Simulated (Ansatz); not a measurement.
## Electronic structure of HPSi (SMILES [SiH]#P) in real space

Input

```
crystal:
  periodic: [false, false, false]
  atoms:
    - {symbol: P, position_ang: [0.000000, 0.000000, -1.797640]}
    - {symbol: Si, position_ang: [0.000000, 0.000000, 0.155374]}
    - {symbol: H, position_ang: [0.000000, 0.000000, 1.642266]}
basis:
  gaussian:
    orbitals: def2-TZVPD
hamiltonian:
  xc: {name: PBE0}
output: {forces: true, orbitals: {seedname: orbitals}}
```

Launched as:

```sh
ansatz run input.yaml --threads 1 --pin off --max-ram 2610MiB --events-out events.jsonl --progress --plain --runs-dir runs
```

Geometry: PBE0-D3(BJ)/pcseg-1.

The calculation used Ansatz 0.2.0, isolated molecule in a Gaussian basis; Kohn-Sham density functional theory, functional PBE0.

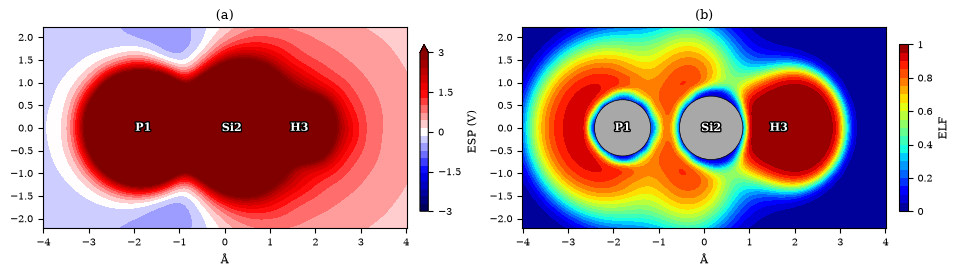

Figure 1. (a) electrostatic potential; (b) ELF on a plane that holds the molecular axis. Grey discs cover the atomic cores in the ELF map.

### Read the bonding off the picture.

The section cuts through P, Si and H sites. Si–P (1.95 Å): the ELF peaks at about 0.80 between the atoms, as expected for localised, covalent bonding. Si–H (1.49 Å): the ELF climbs to about 1 towards the hydrogen, as it does in any bond to H. The ELF also peaks beside P1, away from the bonds: lone-pair regions. Outside the dense part of the molecule the potential is most negative (−0.6 V) near P1.

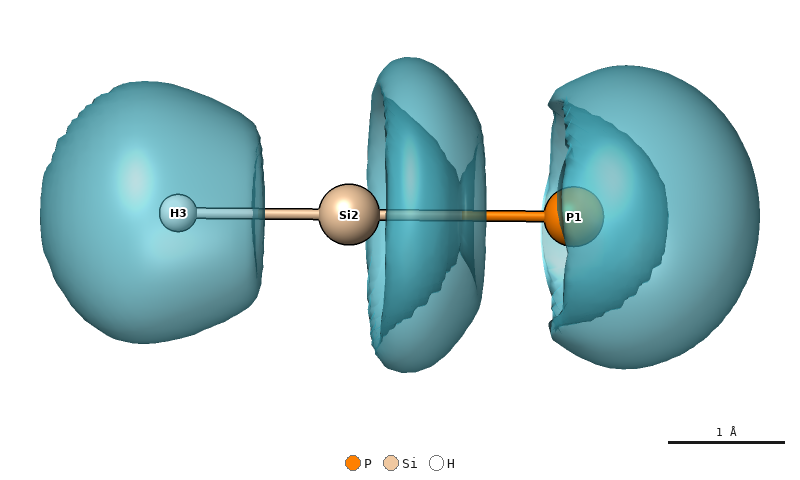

Figure 2. Isosurface of the electron localisation function at 0.8 (cyan), seen from one side. Core shells and regions of very low density are left out.

### Identify the bonds, lone pairs and shells in this picture.

The ELF exceeds this value in one region between bonded P–Si atoms (shared pairs), one region around a hydrogen nucleus and one lobe on P, pointing away from the bonds (lone pairs).

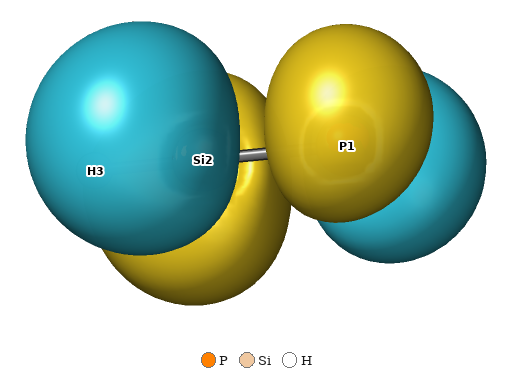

Figure 3. The LUMO at ±0.08 Å⁻³ᐟ² (yellow and cyan are the two phases), seen from one side.

### What is the character of this orbital?

Its weight (Hirshfeld) is mainly on Si2 (about 55 %), P1 (about 40 %) and H3 (about 5 %); π-antibonding (π*) across Si2–P1. It is one of a degenerate set, so its orientation is arbitrary. Its energy is −2.06 eV.

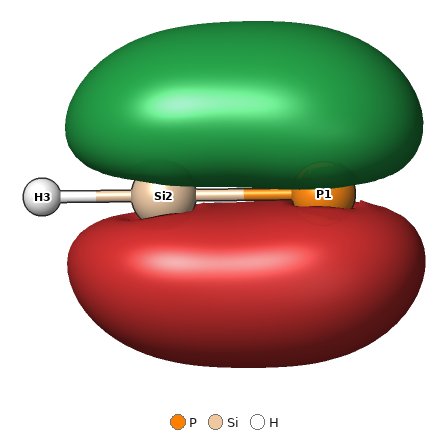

Figure 4. The HOMO at ±0.08 Å⁻³ᐟ² (green and red are the two phases), seen from one side.

### Describe this orbital and give its energy.

It lies mainly on P1 (about 55 %) and Si2 (about 40 %); π-bonding across P1–Si2. It is one of a degenerate set, so its orientation is arbitrary. Its energy is −6.97 eV.
